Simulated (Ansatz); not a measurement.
AlH2F3: several calculations on one system

## 1. Relaxation

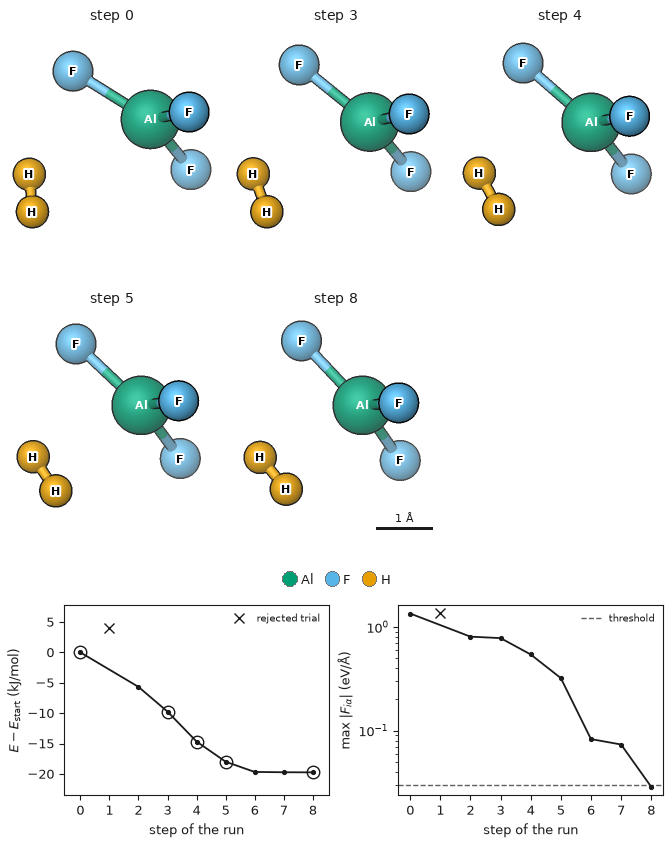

Frames of a relaxation of AlH$_{2}$F$_{3}$, marked on the history of the run. Style: ball-and-stick. Shown from a free direction.

The run prepares an end point of a later path (reaction) calculation, from a guessed geometry.

Level of theory: RKS PBE0/def2-SVP in Ansatz. (no spin polarisation; force threshold 0.03 eV/Å; at most 50 steps)

> Describe the path.

The largest move after the best rigid fit is that of an H atom, 0.54 Å. By element the largest moves are H 0.54 Å, F 0.30 Å, Al 0.22 Å. Among the contacts that change: Al–H 2.753 → 2.105 Å, Al–H 2.407 → 2.080 Å, H–H 0.721 → 0.770 Å, Al–F 1.670 → 1.652 Å. The energy falls by 19.7 kJ/mol in 7 accepted moves (8 points after the start). The largest force component goes from 1.3 to 0.029 eV/Å. The line search rejected the trial step at point 1 of the run. From step 0 to 3: an H atom moves most (0.19 Å), energy −9.75 kJ/mol. From step 3 to 4: an H atom moves most (0.15 Å), energy −4.93 kJ/mol. From step 4 to 5: an H atom moves most (0.10 Å), energy −3.32 kJ/mol. From step 5 to 8: an H atom moves most (0.12 Å), energy −1.75 kJ/mol.

```csv
step,"E − E(0), kJ/mol","largest force component, eV/Å",note
0,0.00,1.3494,
1,4.03,1.3533,rejected
2,-5.68,0.8073,
3,-9.75,0.7817,
4,-14.67,0.5434,
5,-17.99,0.3214,
6,-19.67,0.0828,
7,-19.72,0.0734,
8,-19.74,0.0287,
```

## 2. Relaxation

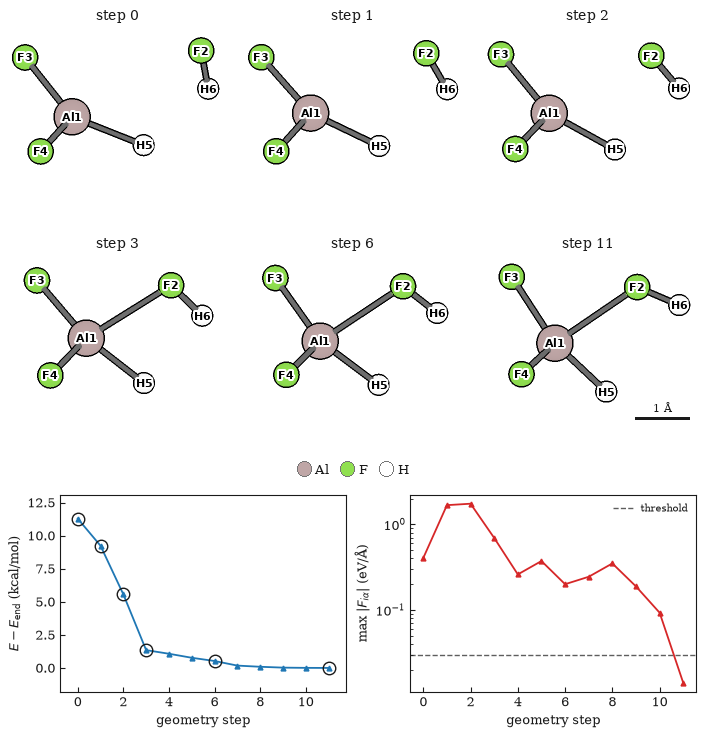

Frames of a relaxation of AlH₂F₃, marked on the history of the run. Style: ball-and-stick. Shown from a free direction.

The run prepares an end point of a later path (reaction) calculation, from a guessed geometry.

Method: RKS PBE0/def2-SVP in Ansatz. (no spin polarisation; force threshold 0.03 eV/Å; at most 50 steps)

### Describe the path.

The largest move after the best rigid fit is that of F2, 0.67 Å. By element the largest moves are F 0.67 Å, H 0.43 Å, Al 0.24 Å. Near-neighbour distances that change, for instance: Al1–F2 2.878 → 2.023 Å, Al1–H5 1.566 → 1.580 Å, Al1–F3 1.651 → 1.663 Å, F2–H6 0.927 → 0.935 Å. New bonds form, among them: Al1–F2 (2.88 → 2.02 Å). Among the angles between lasting bonds that change: F3–Al1–F4 120.1° → 117.4°. The energy falls by 11.3 kcal/mol in 11 geometry steps. The largest force component goes from 0.4 to 0.014 eV/Å. From step 0 to 1: F2 moves most (0.19 Å), energy −2.05 kcal/mol. From step 1 to 2: F2 moves most (0.20 Å), energy −3.67 kcal/mol. From step 2 to 3: F2 moves most (0.20 Å), energy −4.22 kcal/mol. From step 3 to 6: F3 moves most (0.08 Å), energy −0.82 kcal/mol. From step 6 to 11: H6 moves most (0.23 Å), energy −0.52 kcal/mol.

## 3. Path

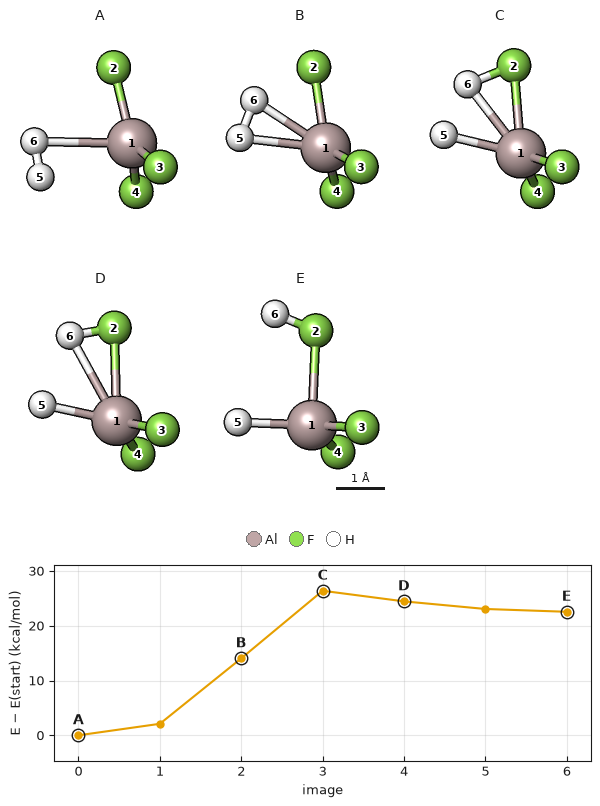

A search for the minimum-energy path of AlH$_{2}$F$_{3}$ by the nudged elastic band. Images are numbered from 0 (start) to 6 (end). Frames A to E are images 0, 2, 3, 4, 6. The picture is a ball-and-stick view, seen at a tilt.

These are results of RKS PBE0/def2-SVP in Ansatz 0.2.0, not measurements. Settings: 5 movable images; climbing image; force threshold 0.03 eV/Å; iteration limit 60; starting path through a guess of the saddle point.

### Describe the mechanism and the energy profile.

Breaking: H5–H6 (0.77 → 1.21 at the top → 2.47 Å). Forming: Al1–H5 (2.11 → 1.68 at the top → 1.58 Å), F2–H6 (2.35 → 1.08 at the top → 0.93 Å). Forward barrier 26.4 kcal/mol, backward barrier 3.8 kcal/mol, with image 3 at the top; the reaction energy is +22.5 kcal/mol. The band converged in 10 iterations. The largest component of the band force went from 3.2 to 0.024 eV/Å. The climbing image converged on the top of the path. Its vibrational analysis gives one imaginary mode (684i cm⁻¹), as a transition state must have.

Cost: 67 s on 1 thread of Intel(R) Xeon(R) 6975P-C (Granite Rapids) (shared host), peak memory 0.14 GiB.
